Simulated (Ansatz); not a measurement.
# CH4N2OSi: one molecule under many settings

How do the results and run time of CH4N2OSi respond when the settings are drawn wide?

Method: the settings change from run to run; program: Ansatz 0.2.0, Gaussian basis.

## 1. The geometry

The geometry comes from an earlier relaxation with PBE0-D4 in a triple-zeta def2 set; it is a stationary point, not always the lowest conformer.

SMILES `N=C1N[SiH2]O1`, 9 atoms, charge 0, spin multiplicity 1.

Atoms are counted from 1 here; the program's logs count them from 0.

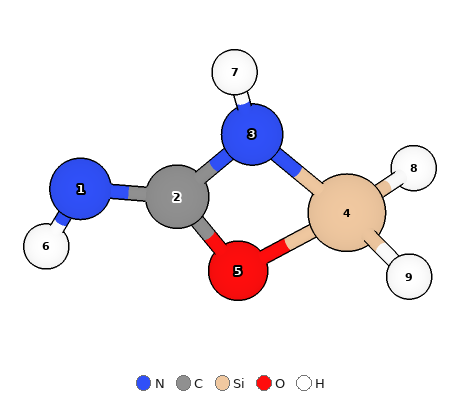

The geometry (nitrogen blue, carbon grey, silicon light orange, oxygen red, hydrogen white); atoms are numbered from 1 in the order of the file.

## 2. SVWN5/6-31G*

Set apart from the defaults: charge +1, multiplicity 2, atoms shaken by 0.15 Å.

Input file in.yaml:

```yaml
crystal:
  periodic: [false, false, false]
  atoms:
    - {symbol: N, position_ang: [0.131716, 1.618062, -1.316948]}
    - {symbol: C, position_ang: [-0.060577, 0.560158, -0.583195]}
    - {symbol: N, position_ang: [1.018067, -0.054155, -0.198641]}
    - {symbol: Si, position_ang: [-0.184851, -1.069966, 0.677904]}
    - {symbol: O, position_ang: [-1.053551, 0.306433, -0.002478]}
    - {symbol: H, position_ang: [-0.906559, 1.992996, -1.273558]}
    - {symbol: H, position_ang: [1.977609, 0.052666, -0.435336]}
    - {symbol: H, position_ang: [-0.349519, -2.439675, 0.435853]}
    - {symbol: H, position_ang: [-0.319551, -1.057368, 2.044752]}
basis:
  gaussian: {orbitals: "6-31G*"}
total_charge: 1
magnetization: {spin_polarized: true, initial_magnetization: 1}
hamiltonian: {xc: {name: SVWN5}}
```

Launch:

```bash
ansatz run in.yaml --threads 2 --pin off --events-out ev --progress --plain --max-ram 4352MiB
```

Output:

```text
Functional definition: SVWN5
  name "SVWN5"
  cite "Dirac, Proc. Camb. Phil. Soc. 26, 376 (1930) doi:10.1017/S0305004100016108"
  cite "Slater, Phys. Rev. 81, 385 (1951) doi:10.1103/PhysRev.81.385"
  cite "Vosko, Wilk & Nusair, Can. J. Phys. 58, 1200 (1980) doi:10.1139/p80-159"
  exchange = slater_x
  correlation = vwn5_c
1036 factors; their error is unknown
mean field evaluation 1: about -13886.5888 eV, gradient 7.6e1 eV
mean field evaluation 2: about -13545.0498 eV, gradient 2.3e2 eV
mean field evaluation 4: about -13880.6321 eV, gradient 7.8e1 eV
mean field evaluation 8: about -13916.1185 eV, gradient 2.4e0 eV
mean field evaluation 16: about -13916.0688 eV, gradient 2.1e-3 eV
mean field -13916.06879361 eV, -511.4060955151 hartree, gradient 1.5e-5 eV, S^2 0.753212; 1 other end points of the search recorded, 0 dependent functions left out
reference -13916.06882194 eV, -511.4060965562 hartree; 23, 22 occupied and 64, 65 virtual orbitals, 1036 factors
Total energy: -13916.06882194 eV, -511.4060965562 hartree
```

Wall time 1.2 s (2 threads of Arm Neoverse V1, shared host).

⟨S²⟩ 0.753.

## 3. PBE0/x2c-TZVPPall

Options: unrestricted orbitals, atoms shaken by 0.08 Å, density fitting with def2-universal-jkfit.

Input file in.yaml:

```yaml
crystal:
  periodic: [false, false, false]
  atoms:
    - {symbol: N, position_ang: [0.123132, 1.699751, -1.186452]}
    - {symbol: C, position_ang: [-0.058602, 0.623619, -0.450622]}
    - {symbol: N, position_ang: [0.963906, -0.135334, -0.097696]}
    - {symbol: Si, position_ang: [-0.307260, -1.092816, 0.916252]}
    - {symbol: O, position_ang: [-1.101683, 0.052143, 0.159492]}
    - {symbol: H, position_ang: [-0.902547, 1.941719, -1.242826]}
    - {symbol: H, position_ang: [1.994618, -0.085593, -0.161464]}
    - {symbol: H, position_ang: [-0.518979, -2.485672, 0.393228]}
    - {symbol: H, position_ang: [-0.238088, -1.152285, 2.197436]}
basis:
  gaussian: {orbitals: x2c-TZVPPall, fitting: {mean_field: def2-universal-jkfit}}
magnetization: {spin_polarized: true, initial_magnetization: 0}
hamiltonian: {xc: {name: PBE0}}
```

The command is unchanged.

Output:

```text
Functional definition: PBE0
  name "PBE0"
  cite "Adamo & Barone, J. Chem. Phys. 110, 6158 (1999) doi:10.1063/1.478522"
  cite "Perdew, Burke & Ernzerhof, Phys. Rev. Lett. 77, 3865 (1996) doi:10.1103/PhysRevLett.77.3865"
  parent pbe
  parameter a = 0.25
  parameter kappa = 0.804
  parameter beta = 0.06672455060314922
  exchange = (1 - a)*pbe_x(kappa = kappa, mu = beta*pi^2/3) + a*exact_x
  correlation = pbe_c(beta = beta)
506 factors; integrals over basis functions are off by at most 1.1e0 eV
mean field evaluation 1: about -14009.0955 eV, gradient 5.1e1 eV
mean field evaluation 2: about -13987.4979 eV, gradient 8.2e1 eV
mean field evaluation 4: about -14018.3800 eV, gradient 8.9e0 eV
mean field evaluation 8: about -14018.6640 eV, gradient 2.6e-1 eV
mean field evaluation 16: about -14018.6643 eV, gradient 2.8e-5 eV
mean field -14018.66425504 eV, -515.1764091808 hartree, gradient 2.8e-5 eV, S^2 0.000000; 0 other end points of the search recorded, 0 dependent functions left out
reference -14018.66428404 eV, -515.1764102465 hartree; 23, 23 occupied and 199, 199 virtual orbitals, 506 factors
Total energy: -14018.66428404 eV, -515.1764102465 hartree
Relativity: scalar
```

Wall time 5.5 s (2 threads of Arm Neoverse V1, shared host); peak memory 0.39 GiB.

⟨S²⟩ 0.000.

## 4. SPW92/aug-pcseg-2

Options: atoms shaken by 0.08 Å.

Input file in.yaml:

```yaml
crystal:
  periodic: [false, false, false]
  atoms:
    - {symbol: N, position_ang: [0.055162, 1.776798, -1.261152]}
    - {symbol: C, position_ang: [0.042755, 0.744120, -0.464114]}
    - {symbol: N, position_ang: [1.059513, -0.132419, -0.112222]}
    - {symbol: Si, position_ang: [-0.232402, -1.131154, 0.743858]}
    - {symbol: O, position_ang: [-1.138854, 0.300453, 0.114904]}
    - {symbol: H, position_ang: [-0.744228, 2.025831, -1.367007]}
    - {symbol: H, position_ang: [1.915695, -0.083219, -0.152599]}
    - {symbol: H, position_ang: [-0.363729, -2.583443, 0.280428]}
    - {symbol: H, position_ang: [-0.037860, -1.134021, 2.220504]}
basis:
  gaussian: {orbitals: aug-pcseg-2}
hamiltonian: {xc: {name: SPW92}}
output: {forces: true}
```

Same command.

Output, cut to the lines that bear on the results:

```text
Functional definition: SPW92
  name "SPW92"
  cite "Dirac, Proc. Camb. Phil. Soc. 26, 376 (1930) doi:10.1017/S0305004100016108"
  cite "Slater, Phys. Rev. 81, 385 (1951) doi:10.1103/PhysRev.81.385"
  cite "Perdew & Wang, Phys. Rev. B 45, 13244 (1992) doi:10.1103/PhysRevB.45.13244"
[...]
1341 factors; their error is unknown
[...]
mean field -13928.44964047 eV, -511.8610832450 hartree, gradient 1.9e-5 eV, S^2 0.000000; 0 other end points of the search recorded, 0 dependent functions left out
[...]
reference -13928.44970556 eV, -511.8610856371 hartree; 23, 23 occupied and 303, 303 virtual orbitals, 1341 factors
Total energy: -13928.44970556 eV, -511.8610856371 hartree
Atom 0 at     0.055162     1.776798    -1.261152 Å, force    13.105780    -6.584417     3.612529 eV/Å
Atom 1 at     0.042755     0.744120    -0.464114 Å, force     0.570569     2.487736    -2.261974 eV/Å
Atom 2 at     1.059513    -0.132419    -0.112222 Å, force   -14.530754    -1.878930     1.926784 eV/Å
Atom 3 at    -0.232402    -1.131154     0.743858 Å, force     1.227827     2.075149    -1.072007 eV/Å
Atom 4 at    -1.138854     0.300453     0.114904 Å, force     1.725854    -2.583073     0.678585 eV/Å
Atom 5 at    -0.744228     2.025831    -1.367007 Å, force   -12.962648     4.590179    -1.842717 eV/Å
Atom 6 at     1.915695    -0.083219    -0.152599 Å, force    11.445906     1.101287    -0.957908 eV/Å
Atom 7 at    -0.363729    -2.583443     0.280428 Å, force    -0.295081     0.721484    -0.127762 eV/Å
Atom 8 at    -0.037860    -1.134021     2.220504 Å, force    -0.287453     0.070584     0.044470 eV/Å
Dipole moment:     0.058104    -0.772415     0.472304 e Å
```

It took 5 s on 2 threads of Arm Neoverse V1, shared host; peak memory 0.49 GiB.

Largest force 15.105 eV/Å, dipole 4.36 D.

## 5. B3LYP/def2-TZVPP

Input file in.yaml:

```yaml
crystal:
  periodic: [false, false, false]
  atoms:
    - {symbol: N, position_ang: [0.104485, 1.712953, -1.228912]}
    - {symbol: C, position_ang: [-0.004877, 0.703283, -0.498500]}
    - {symbol: N, position_ang: [0.976471, -0.168047, -0.045922]}
    - {symbol: Si, position_ang: [-0.232416, -1.065993, 0.786152]}
    - {symbol: O, position_ang: [-1.152162, 0.156323, 0.076192]}
    - {symbol: H, position_ang: [-0.798361, 2.148199, -1.387133]}
    - {symbol: H, position_ang: [1.945348, -0.064374, -0.280028]}
    - {symbol: H, position_ang: [-0.537306, -2.428533, 0.295399]}
    - {symbol: H, position_ang: [-0.212582, -1.040109, 2.265752]}
basis:
  gaussian: {orbitals: def2-TZVPP}
hamiltonian: {xc: {name: B3LYP}}
output: {forces: true}
```

Launched as before.

Output, cut to the lines that bear on the results:

```text
Functional definition: B3LYP
  name "B3LYP"
  cite "Stephens, Devlin, Chabalowski & Frisch, J. Phys. Chem. 98, 11623 (1994) doi:10.1021/j100096a001"
  cite "Becke, Phys. Rev. A 38, 3098 (1988) doi:10.1103/PhysRevA.38.3098"
  cite "Lee, Yang & Parr, Phys. Rev. B 37, 785 (1988) doi:10.1103/PhysRevB.37.785"
  cite "Vosko, Wilk & Nusair, Can. J. Phys. 58, 1200 (1980) doi:10.1139/p80-159"
[...]
1168 factors; their error is unknown
[...]
mean field -14011.02415594 eV, -514.8956407176 hartree, gradient 5.8e-5 eV, S^2 0.000000; 0 other end points of the search recorded, 0 dependent functions left out
[...]
reference -14011.02440445 eV, -514.8956498502 hartree; 23, 23 occupied and 199, 199 virtual orbitals, 1168 factors
Total energy: -14011.02440445 eV, -514.8956498502 hartree
Atom 0 at     0.104485     1.712953    -1.228912 Å, force    -0.036690     0.160805    -0.106079 eV/Å
Atom 1 at    -0.004877     0.703283    -0.498500 Å, force     0.135673     0.226428    -0.186016 eV/Å
Atom 2 at     0.976471    -0.168047    -0.045922 Å, force     0.227387    -0.097790     0.032507 eV/Å
Atom 3 at    -0.232416    -1.065993     0.786152 Å, force    -0.057662    -0.343959     0.250674 eV/Å
Atom 4 at    -1.152162     0.156323     0.076192 Å, force    -0.317524    -0.051303     0.090623 eV/Å
Atom 5 at    -0.798361     2.148199    -1.387133 Å, force     0.012444     0.040247    -0.030384 eV/Å
Atom 6 at     1.945348    -0.064374    -0.280028 Å, force     0.019306    -0.000226    -0.002458 eV/Å
Atom 7 at    -0.537306    -2.428533     0.295399 Å, force     0.019463     0.079447     0.041923 eV/Å
Atom 8 at    -0.212582    -1.040109     2.265752 Å, force    -0.002395    -0.013650    -0.090790 eV/Å
Dipole moment:     0.128167    -0.526314     0.349600 e Å
```

Wall time 5.5 s (2 threads of Arm Neoverse V1, shared host); peak memory 0.54 GiB.

Largest force 0.430 eV/Å, dipole 3.10 D.

## 6. SPW92/def2-TZVP

Edit in.yaml of step 5 so:

```diff
@@ -13,4 +13,4 @@
 basis:
-  gaussian: {orbitals: def2-TZVPP}
-hamiltonian: {xc: {name: B3LYP}}
+  gaussian: {orbitals: def2-TZVP}
+hamiltonian: {xc: {name: SPW92}}
 output: {forces: true}
```

Launched as before.

Output, cut to the lines that bear on the results:

```text
Functional definition: SPW92
  name "SPW92"
  cite "Dirac, Proc. Camb. Phil. Soc. 26, 376 (1930) doi:10.1017/S0305004100016108"
  cite "Slater, Phys. Rev. 81, 385 (1951) doi:10.1103/PhysRev.81.385"
  cite "Perdew & Wang, Phys. Rev. B 45, 13244 (1992) doi:10.1103/PhysRevB.45.13244"
[...]
1069 factors; their error is unknown
[...]
mean field -13930.61812818 eV, -511.9407736986 hartree, gradient 1.6e-5 eV, S^2 0.000000; 0 other end points of the search recorded, 0 dependent functions left out
[...]
reference -13930.61816451 eV, -511.9407750337 hartree; 23, 23 occupied and 162, 162 virtual orbitals, 1069 factors
Total energy: -13930.61816451 eV, -511.9407750337 hartree
Atom 0 at     0.104485     1.712953    -1.228912 Å, force     0.323807    -0.162578     0.062577 eV/Å
Atom 1 at    -0.004877     0.703283    -0.498500 Å, force     0.179139    -0.193636     0.103147 eV/Å
Atom 2 at     0.976471    -0.168047    -0.045922 Å, force    -0.565725     0.029475     0.074023 eV/Å
Atom 3 at    -0.232416    -1.065993     0.786152 Å, force     0.062649     0.110607    -0.089388 eV/Å
Atom 4 at    -1.152162     0.156323     0.076192 Å, force    -0.118283     0.038858    -0.005922 eV/Å
Atom 5 at    -0.798361     2.148199    -1.387133 Å, force    -0.386965     0.266420    -0.124113 eV/Å
Atom 6 at     1.945348    -0.064374    -0.280028 Å, force     0.540235     0.052497    -0.126179 eV/Å
Atom 7 at    -0.537306    -2.428533     0.295399 Å, force    -0.042359    -0.177573    -0.098324 eV/Å
Atom 8 at    -0.212582    -1.040109     2.265752 Å, force     0.007503     0.035928     0.204180 eV/Å
Dipole moment:     0.125412    -0.494557     0.327637 e Å
```

Run time: 1.9 s. Hardware: 2 threads of Arm Neoverse V1, shared host.

Largest force 0.571 eV/Å, dipole 2.91 D.

## 7. B97M-V/aug-cc-pVDZ

This run has charge +1, multiplicity 2, relativity set to none.

Edit in.yaml of step 6 so:

```diff
@@ -13,4 +13,5 @@
 basis:
-  gaussian: {orbitals: def2-TZVP}
-hamiltonian: {xc: {name: SPW92}}
-output: {forces: true}
+  gaussian: {orbitals: aug-cc-pVDZ}
+total_charge: 1
+magnetization: {spin_polarized: true, initial_magnetization: 1}
+hamiltonian: {xc: {name: B97M-V}, pseudopotentials: {relativity: none}}
```

The command is unchanged.

Output, cut to the lines that bear on the results:

```text
Functional definition: B97M-V
  name "B97M-V"
  cite "Mardirossian & Head-Gordon, J. Chem. Phys. 142, 074111 (2015) doi:10.1063/1.4907719"
  cite "Becke, J. Chem. Phys. 107, 8554 (1997) doi:10.1063/1.475007"
  cite "Vydrov & Van Voorhis, J. Chem. Phys. 133, 244103 (2010) doi:10.1063/1.3521275"
  # Of w^i u^j: cxij and so on, Table III.
[...]
  gx(w, u) = cx00 + cx01*u + cx02*u^2 + (cx10 + cx11*u)*w
  gss(w, u) = css00 + css02*u^2 + css10*w + (css32*w^3 + css42*w^4)*u^2
  gos(w, u) = cos00 + cos01*u + cos03*u^3 + cos10*w + cos32*w^3*u^2
[...]
      + integral(e_c_pw_mod_opposite_spin*gos(b97_w_opposite, b97_u_opposite)) + vv10(b, c)
1440 factors; their error is unknown
[...]
mean field -13995.68291070 eV, -514.3318603537 hartree, gradient 2.9e-5 eV, S^2 0.764687; 4 other end points of the search recorded, 0 dependent functions left out
reference -13995.68300158 eV, -514.3318636935 hartree; 23, 22 occupied and 132, 133 virtual orbitals, 1440 factors
Total energy: -13995.68300158 eV, -514.3318636935 hartree
```

It took 30 s on 2 threads of Arm Neoverse V1, shared host; peak memory 0.45 GiB.

⟨S²⟩ 0.765.

## 8. RPBE/cc-pVDZ

Options: density fitting with cc-pVTZ-jkfit, the search for lower states set to light.

Edit in.yaml of step 7 so:

```diff
@@ -13,5 +13,4 @@
 basis:
-  gaussian: {orbitals: aug-cc-pVDZ}
-total_charge: 1
-magnetization: {spin_polarized: true, initial_magnetization: 1}
-hamiltonian: {xc: {name: B97M-V}, pseudopotentials: {relativity: none}}
+  gaussian: {orbitals: cc-pVDZ, fitting: {mean_field: cc-pVTZ-jkfit}}
+hamiltonian: {xc: {name: RPBE}}
+scf: {lower_state_search: light}
```

Same command.

Output:

```text
Functional definition: RPBE
  name "RPBE"
  cite "Hammer, Hansen & Nørskov, Phys. Rev. B 59, 7413 (1999) doi:10.1103/PhysRevB.59.7413"
  cite "Perdew, Burke & Ernzerhof, Phys. Rev. Lett. 77, 3865 (1996) doi:10.1103/PhysRevLett.77.3865"
  parameter kappa = 0.804
  parameter beta = 0.06672455060314922
  exchange = rpbe_x(kappa = kappa, mu = beta*pi^2/3)
  correlation = pbe_c(beta = beta)
557 factors; integrals over basis functions are off by at most 1.0e-1 eV
mean field evaluation 1: about -13996.0099 eV, gradient 7.3e1 eV
mean field evaluation 2: about -13932.3300 eV, gradient 1.6e2 eV
mean field evaluation 4: about -14006.0942 eV, gradient 1.5e1 eV
mean field evaluation 8: about -14006.5739 eV, gradient 2.6e-1 eV
mean field evaluation 16: about -14006.5724 eV, gradient 4.5e-5 eV
mean field -14006.57240448 eV, -514.7320418688 hartree, gradient 4.5e-5 eV, S^2 0.000000; 0 other end points of the search recorded, 0 dependent functions left out
reference -14006.57243959 eV, -514.7320431592 hartree; 23, 23 occupied and 71, 71 virtual orbitals, 557 factors
Total energy: -14006.57243959 eV, -514.7320431592 hartree
```

It took 1.1 s on 2 threads of Arm Neoverse V1, shared host.

## 9. BLYP/def2-TZVPD

Options: charge -1, multiplicity 2.

Edit in.yaml of step 8 so:

```diff
@@ -13,4 +13,5 @@
 basis:
-  gaussian: {orbitals: cc-pVDZ, fitting: {mean_field: cc-pVTZ-jkfit}}
-hamiltonian: {xc: {name: RPBE}}
-scf: {lower_state_search: light}
+  gaussian: {orbitals: def2-TZVPD}
+total_charge: -1
+magnetization: {spin_polarized: true, initial_magnetization: 1}
+hamiltonian: {xc: {name: BLYP}}
```

The command is unchanged.

Output:

```text
Functional definition: BLYP
  name "BLYP"
  cite "Becke, Phys. Rev. A 38, 3098 (1988) doi:10.1103/PhysRevA.38.3098"
  cite "Lee, Yang & Parr, Phys. Rev. B 37, 785 (1988) doi:10.1103/PhysRevB.37.785"
  parameter beta = 0.0042
  parameter a = 0.04918
  parameter b = 0.132
  parameter c = 0.2533
  parameter d = 0.349
  exchange = b88_x(beta = beta)
  correlation = lyp_c(a = a, b = b, c = c, d = d)
1195 factors; their error is unknown
mean field evaluation 1: about -13999.5110 eV, gradient 4.8e1 eV
mean field evaluation 2: about -13971.3718 eV, gradient 8.9e1 eV
mean field evaluation 4: about -14007.2832 eV, gradient 1.4e1 eV
mean field evaluation 8: about -14008.2289 eV, gradient 3.0e-1 eV
mean field evaluation 16: about -14008.2085 eV, gradient 2.3e-3 eV
mean field evaluation 32: about -14004.9258 eV, gradient 1.4e1 eV
mean field -14008.20849614 eV, -514.7921671283 hartree, gradient 7.0e-6 eV, S^2 0.751100; 8 other end points of the search recorded, 0 dependent functions left out
reference -14008.20887296 eV, -514.7921809762 hartree; 24, 23 occupied and 206, 207 virtual orbitals, 1195 factors
Total energy: -14008.20887296 eV, -514.7921809762 hartree
```

Wall time 19 s (2 threads of Arm Neoverse V1, shared host); peak memory 0.73 GiB.

⟨S²⟩ 0.751.

## 10. All runs side by side

| level | charge | multiplicity | geometry | functions | energy (eV) | time |
| --- | --- | --- | --- | --- | --- | --- |
| SVWN5/6-31G* | 1 | 2 | shaken | 87 | -13916.069 | 1.2 s |
| PBE0/x2c-TZVPPall | 0 | 1 | shaken | 222 | -14018.664 | 5.5 s |
| SPW92/aug-pcseg-2 | 0 | 1 | shaken | 326 | -13928.450 | 5 s |
| B3LYP/def2-TZVPP | 0 | 1 | relaxed | 222 | -14011.024 | 5.5 s |
| SPW92/def2-TZVP | 0 | 1 | relaxed | 185 | -13930.618 | 1.9 s |
| B97M-V/aug-cc-pVDZ | 1 | 2 | relaxed | 155 | -13995.683 | 30 s |
| RPBE/cc-pVDZ | 0 | 1 | relaxed | 94 | -14006.572 | 1.1 s |
| BLYP/def2-TZVPD | -1 | 2 | relaxed | 230 | -14008.209 | 19 s |

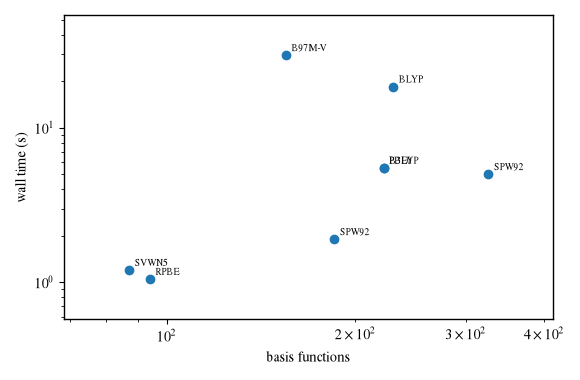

Wall time against the number of basis functions (shared host).

## 11. Outcome

| quantity | value |
| --- | --- |
| runs | 8 |
| quickest | RPBE/cc-pVDZ, 1.1 s |
| slowest | B97M-V/aug-cc-pVDZ, 30 s |
| spread of total energies, same state and geometry | 80.4 eV |
| dipole, same state and geometry | 2.91 to 3.10 D |

What this shows: Run time spans a factor of 28, from RPBE/cc-pVDZ to B97M-V/aug-cc-pVDZ. The jobs differ in tasks and options as well as level. The totals spread over 80 eV; they can't be compared across methods or bases. At the PBE0-D4/def2-TZVP geometry and in the same state, runs without warnings or point charges leave forces up to 0.57 eV/Å (SPW92/def2-TZVP), against 15.1 eV/Å where the atoms were moved.
